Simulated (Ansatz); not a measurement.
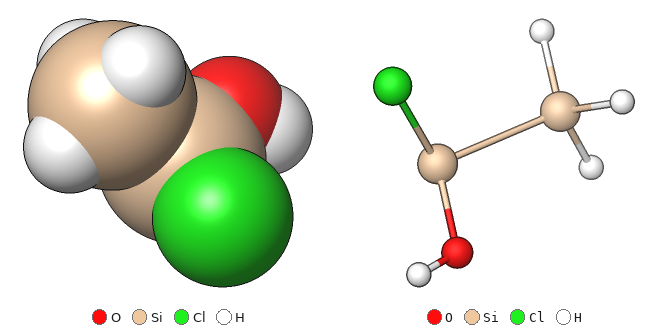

Two views of one molecule.

State: neutral, doublet. The geometry was computed by an optimisation with PBE0-D4/def2-TZVP.

> What is the molecular formula?

ClH4OSi2, 8 atoms: 1 chlorine, 4 hydrogen, 1 oxygen and 2 silicon.

> Does it have rings?

It has no ring.

More results for the same structure follow; atom numbers are the same in all pictures, views and colours differ.

**Geometry**

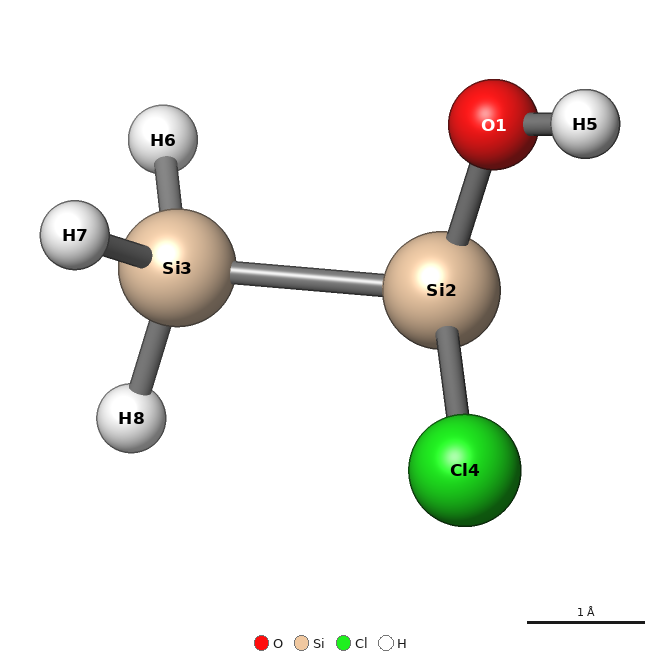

> What is the geometry at Si2?

Si2 has 3 neighbours (O1 at 1.65, Si3 at 2.35, Cl4 at 2.08 Å); the arrangement is trigonal pyramidal.

> How are the neighbours of atom 3 arranged?

Si3 has 4 neighbours (Si2 at 2.35, H6 at 1.49, H7 at 1.49, H8 at 1.49 Å); the arrangement is tetrahedral.

> Describe the coordination of atom 1.

O1 has 2 neighbours (Si2 at 1.65, H5 at 0.96 Å); the arrangement is bent.

**Vibrations**

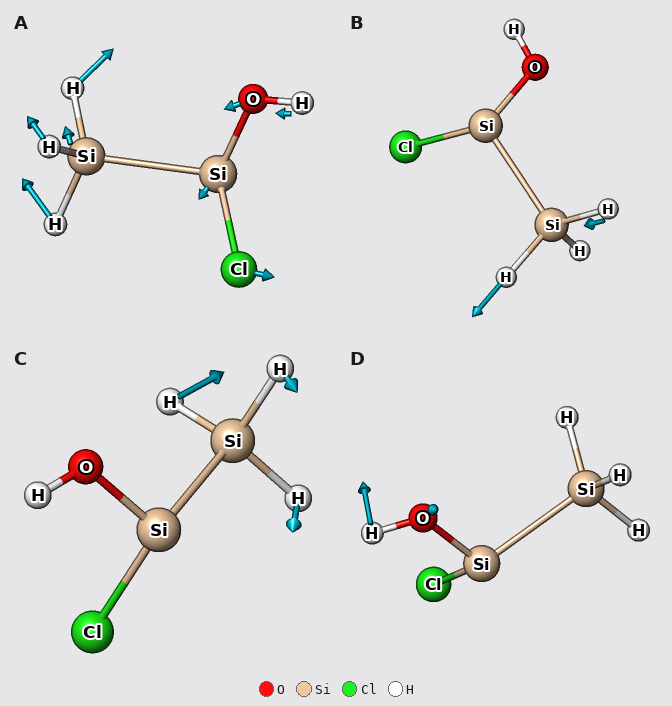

4 normal modes of one molecule or complex, as arrows. Harmonic vibrations computed with UKS PBE0-D4/def2-TZVP (Ansatz 0.2.0) at a stationary point of the same level.

> Match the panels to the wavenumbers 106 cm⁻¹, 280 cm⁻¹, 510 cm⁻¹, 2241 cm⁻¹.

A: 106 cm⁻¹
B: 2241 cm⁻¹, out-of-phase stretching of 2 Si–H bonds
C: 510 cm⁻¹, H–Si–Si bending
D: 280 cm⁻¹

**Dipole moment**

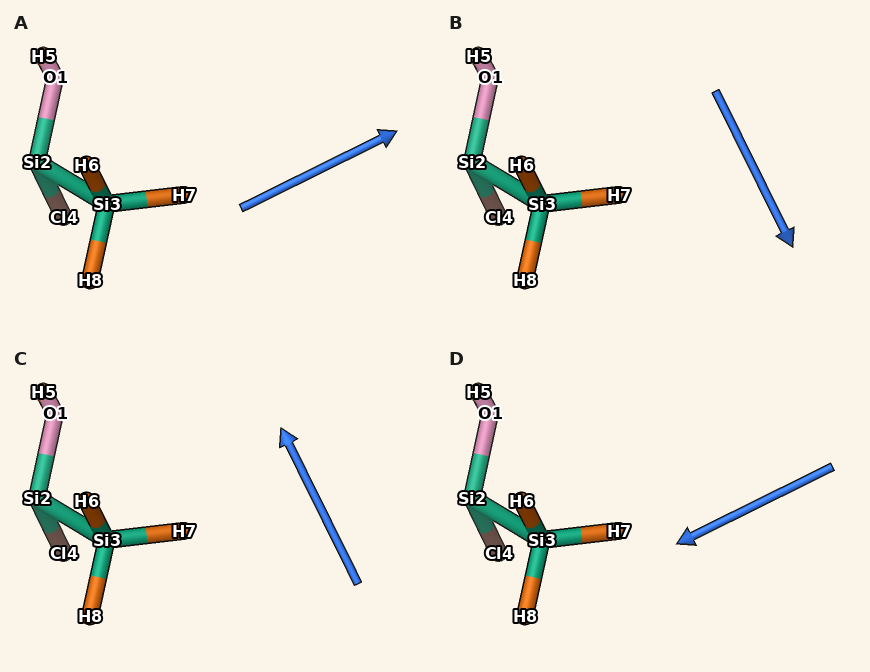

The same molecule four times, each with an arrow. Level of theory: UKS B3LYP-D4/def2-TZVPP (Ansatz 0.2.0).

> Which arrow points along the dipole moment, from the negative to the positive end?

C. The dipole moment is 0.91 D; it points from the side of H8 to the side of H5 (the outermost atoms at the two ends).

**Charges**

The questions are on Mulliken charges. Properties computed with UKS r2SCAN-D4/def2-TZVPP (Ansatz 0.2.0).

Give the Mulliken charges atom by atom.

| atom | value (e) |
| --- | --- |
| O1 | −0.39 |
| Si2 | 0.42 |
| Si3 | 0.18 |
| Cl4 | −0.26 |
| H5 | 0.21 |
| H6 | −0.06 |
| H7 | −0.05 |
| H8 | −0.05 |

Mulliken values depend strongly on the basis set and can even reverse the polarity of a bond.
